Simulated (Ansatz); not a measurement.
Run report: TiCl$_{3}$F, molecular dynamics (part 6 of 6)

TiCl$_{3}$F; RKS PBE0/def2-SVP (Ansatz 0.2.0). It belongs to a series of runs on one base structure; here: dynamics from the start.

Geometry of the input (Å):
```
Ti 0.0004  0.0000  -0.0257
F  0.0003  0.0000  1.6897
Cl 2.0413  0.0000  -0.7336
Cl -1.0198  1.7673  -0.7340
Cl -1.0198  -1.7673  -0.7340
```

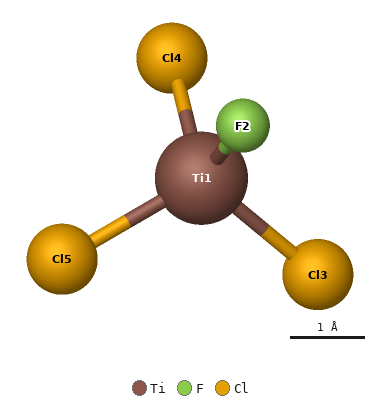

The geometry at step 236 of the log (ball-and-stick view, seen at a tilt; atoms are numbered from 1 in the order of the input).

Trajectory as extended XYZ, continued:
```
5
Properties=species:S:1:pos:R:3:forces:R:3 step=233 time_fs=466.0 energy=-63370.10275 temperature=518.0
Ti    0.0097   -0.0125   -0.0031   -0.1182   0.2191  -0.3858
F     0.0097    0.0393    1.7301   -0.0187  -0.0737  -0.8102
Cl    2.1118    0.0125   -0.7293   -1.0155  -0.0531   0.3509
Cl   -1.0487    1.7913   -0.7811    0.5712  -0.9320   0.4348
Cl   -1.0791   -1.8079   -0.7433    0.5812   0.8397   0.4103
5
Properties=species:S:1:pos:R:3:forces:R:3 step=234 time_fs=468.0 energy=-63370.11656 temperature=557.4
Ti    0.0099   -0.0144   -0.0045   -0.0969   0.1807  -0.9032
F     0.0062    0.0524    1.7100   -0.0129  -0.0852  -0.2405
Cl    2.1138    0.0140   -0.7265   -0.9958  -0.0572   0.3440
Cl   -1.0462    1.7878   -0.7717    0.5296  -0.8648   0.3866
Cl   -1.0820   -1.8104   -0.7428    0.5760   0.8265   0.4132
5
Properties=species:S:1:pos:R:3:forces:R:3 step=236 time_fs=472.0 energy=-63370.12239 temperature=582.5
Ti    0.0100   -0.0179   -0.0100   -0.0369   0.0549  -1.9543
F    -0.0009    0.0784    1.6694   -0.0071  -0.0778   0.9919
Cl    2.1146    0.0168   -0.7197   -0.9033  -0.0634   0.3081
Cl   -1.0396    1.7781   -0.7516    0.4105  -0.6687   0.2580
Cl   -1.0858   -1.8127   -0.7406    0.5368   0.7551   0.3962
5
Properties=species:S:1:pos:R:3:forces:R:3 step=238 time_fs=476.0 energy=-63370.11935 temperature=585.7
Ti    0.0100   -0.0213   -0.0218    0.0413  -0.1027  -2.4889
F    -0.0081    0.1040    1.6363   -0.0040  -0.0634   1.8303
Cl    2.1116    0.0194   -0.7115   -0.7430  -0.0677   0.2358
Cl   -1.0311    1.7655   -0.7302    0.2445  -0.3924   0.0811
Cl   -1.0874   -1.8118   -0.7366    0.4612   0.6261   0.3417
```
